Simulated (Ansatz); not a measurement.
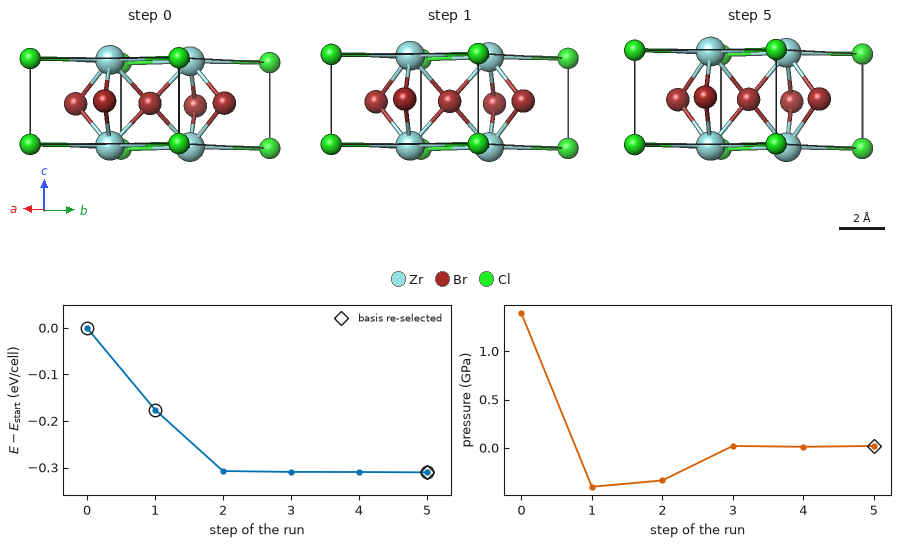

Frames of a relaxation of solid Zr2Br3Cl (a generated structure, set up in P6/mmm), marked on the history of the run. Style: ball-and-stick. Shown: the cell of the calculation, from a free direction.

Theory: DFT PBE, scalar-relativistic, plane waves, PAW in Ansatz 0.2.0. Set-up: plane-wave cutoff 420 eV; k-point mesh 6 × 6 × 10; occupations gaussian; smearing width 0.1 eV; collinear spin; cell and atoms relaxed; force threshold 0.01 eV/Å; at most 80 steps.

Q: Describe the path.

A: After 4 accepted moves (5 points after the start) the energy has fallen by 0.310 eV per cell of the calculation. All forces vanish by symmetry, so only the cell relaxes. The pressure goes from 1.39 to 0.02 GPa. The SCF was repeated once at an unchanged geometry on a basis and grid sized afresh for the cell, which shifted the energy by 0.7 meV per cell of the calculation at most. The atoms keep their places relative to the cell (all moves are under 0.005 Å). The volume changes by −0.6 %, with a = b 6.808 → 6.474 Å (−4.9 %), c 3.900 → 4.287 Å (+9.9 %). Among the contacts that change: Cl–Zr 3.931 → 3.738 Å, Br–Zr 2.769 → 2.844 Å. Among the angles between lasting bonds that change: Zr–Br–Zr 89.6° → 97.8°, Br–Zr–Br 89.6° → 97.8°, Zr–Br–Zr 90.4° → 82.2°. The space group stays P6/mmm (No. 191). From step 0 to 1: volume +2.5 %, energy −0.176 eV per cell of the calculation. From step 1 to 5: volume −3.0 %, energy −0.135 eV per cell of the calculation.

```
step  E − E(0), meV/atom  pressure, GPa  volume, Å³/atom                      note
   0                0.00           1.39           26.090                          
   1              -29.27          -0.40           26.736                          
   2              -51.24          -0.34           26.167                          
   3              -51.56           0.02           25.903                          
   4              -51.59           0.01           25.931                          
   5              -51.72           0.02           25.931  same geometry, new basis
```
